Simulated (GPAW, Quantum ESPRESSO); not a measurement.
Consider NbRu (Pm-3m).

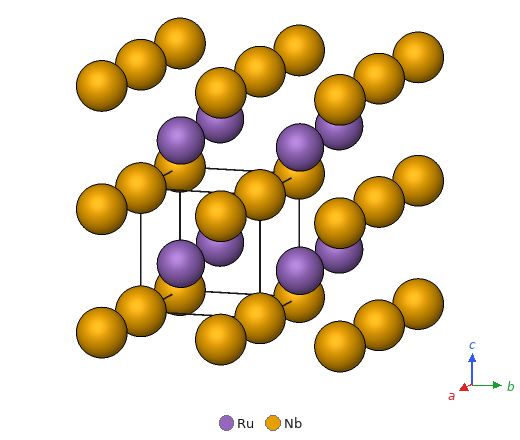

The structure (ruthenium purple, niobium orange). 2×2×2 cells are drawn. Some periodic images of atoms are drawn too.

```xyz
2
Lattice="3.1840 0.0000 0.0000 0.0000 3.1840 0.0000 0.0000 0.0000 3.1840" Properties=species:S:1:pos:R:3 pbc="T T T"
Ru    1.5920    1.5920    1.5920
Nb    0.0000    0.0000    0.0000
```

Absorber: atom 2, with 8 Ru at 2.76 Å and 6 Nb at 3.18 Å (cube and octahedron, as in bcc, site symmetry m-3m). Method: Quantum ESPRESSO XSpectra, LDA, excited-electron core hole (neutral cell), 8-atom cell with 5.5 Å between holes, 5×5×5 k points, dipole transitions, Lorentzian half width 0.83 eV.

Predict the near-edge structure at the Nb L₃ edge.

Main maxima up to 30 eV above the zero (height): 0.6 eV (3.00), 15.0 eV (0.91), 18.9 eV (0.77) and 23.9 eV (0.86). At an L edge the dipole rule selects empty d (and weakly s) states on the absorber, and the strong line at the onset measures the empty part of its d band. 

The Nb L₃ spectrum (energy from the energy zero of the input (xe0, at the border of filled and empty states); intensity scaled to a mean of 1 over the first 20 eV; the points at xe0, where the cut of filled states can leave a spike, are interpolated):

| E (eV) | intensity |
| --- | --- |
| -2.0 | 0.40 |
| -0.5 | 1.51 |
| 1.0 | 2.84 |
| 2.5 | 1.84 |
| 4.0 | 0.95 |
| 5.5 | 0.68 |
| 7.0 | 0.57 |
| 8.5 | 0.51 |
| 10.0 | 0.80 |
| 11.5 | 0.83 |
| 13.0 | 0.88 |
| 14.5 | 0.90 |
| 16.0 | 0.77 |
| 17.5 | 0.65 |
| 19.0 | 0.76 |
| 20.5 | 0.60 |
| 22.0 | 0.56 |
| 23.5 | 0.82 |
| 25.0 | 0.73 |
| 26.5 | 0.66 |
| 28.0 | 0.69 |
| 29.5 | 0.63 |
| 31.0 | 0.64 |

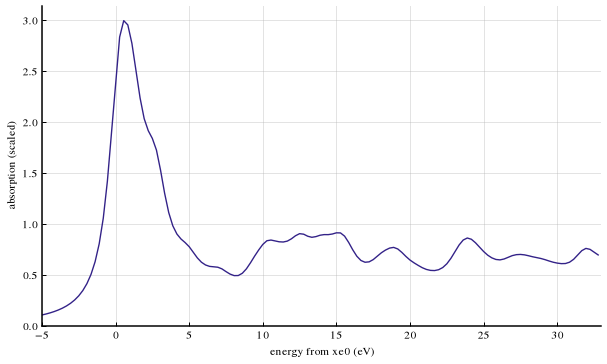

The Nb L₃ edge.

Only the L₃ part is meant: spin–orbit coupling of the core level isn't computed and the L₂ copy isn't added. XSpectra leaves a spike where filled states are cut (about half a line width round xe0); it is interpolated away in tables and plots. The holes are only 5.5 Å apart, so the shape is probably not converged with cell size; no larger cell was run here. Lifetime broadening is put in by hand, and intensities beyond about 20 eV depend on it and on the partial waves; weight that the partial waves miss at high energy is lost. The structure is a published determination, not relaxed.

[Banner, clock and machine lines of the logs are left out without a mark of their own.]

[Logs are printed without paths, hosts, clocks, repeated set-up lines and the standing remarks that a program may print on its own settings, such as how far it seeks lower states.]

[Hosts, paths, dates, database ids (printed as entryN), source tags and the programs' standing remarks are cut or masked in the printed files.]

[Lists of maxima count a maximum above −3 eV only where it reaches 4 % of the highest in the window and stands out from its surroundings by 2 % of it (1.5 % where it reaches 55 %); shoulders and weaker maxima are passed over, and of the rest the first, up to two pre-edge ones and the few strongest are named.]
